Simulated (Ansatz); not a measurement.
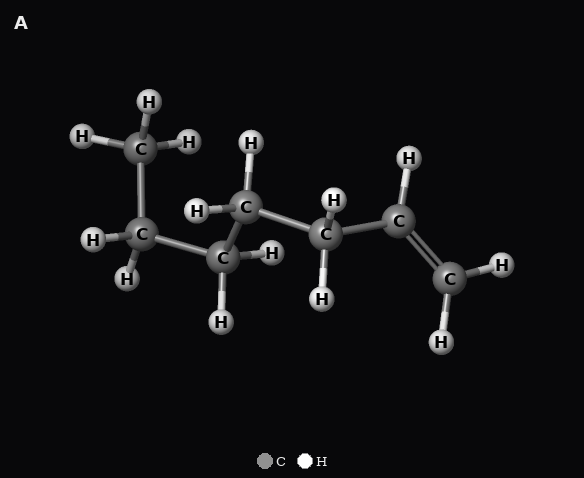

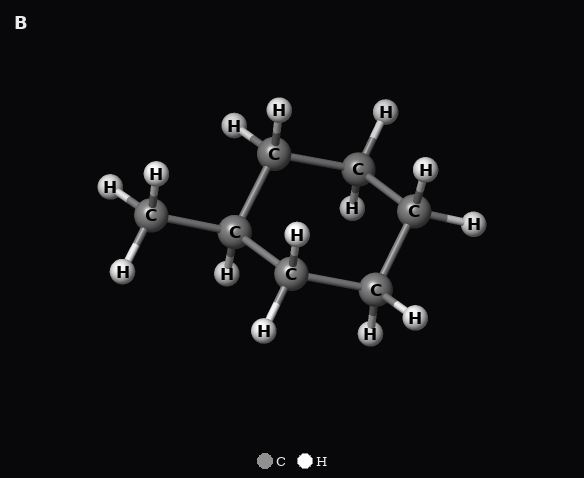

2 stationary structures of one formula. Geometries: PBE0-D4/def2-TZVP. Electronic energies: B3LYP-D4/def2-TZVPP (Ansatz 0.2.0), without zero-point energy. No frequency run is at hand to confirm each as a minimum. Each is one conformer, not always the lowest.

Are they conformers, stereoisomers or constitutional isomers?

Answer. They are constitutional isomers of C7H14: A `C=CCCCCC`, B `CC1CCCCC1`.

Rank them by energy, lowest first.

Answer. B is lowest; A lies 20.6 kcal/mol above it.

Give E(B) − E(A) in kcal/mol at these levels too: PBE0-D4/def2-TZVP; ωB97M-V/def2-TZVPP; B3LYP-D4/def2-TZVPP; r2SCAN-D4/def2-TZVPP; CCSD(T)/CBS (MP2 limit from def2-TZVPP and def2-QZVPP plus CCSD(T) − MP2); PBE0-D4/def2-TZVPP; PBE-D4/def2-TZVPP; RHF-CCSD(T) (frozen core)/def2-TZVPP.

| level | E(B) − E(A) (kcal/mol) |
| --- | --- |
| PBE0-D4/def2-TZVP | −26.6 |
| ωB97M-V/def2-TZVPP | −24.2 |
| B3LYP-D4/def2-TZVPP | −20.6 |
| r2SCAN-D4/def2-TZVPP | −24.2 |
| CCSD(T)/CBS (MP2 limit from def2-TZVPP and def2-QZVPP plus CCSD(T) − MP2) | −23.5 |
| PBE0-D4/def2-TZVPP | −26.5 |
| PBE-D4/def2-TZVPP | −23.5 |
| RHF-CCSD(T) (frozen core)/def2-TZVPP | −23.7 |
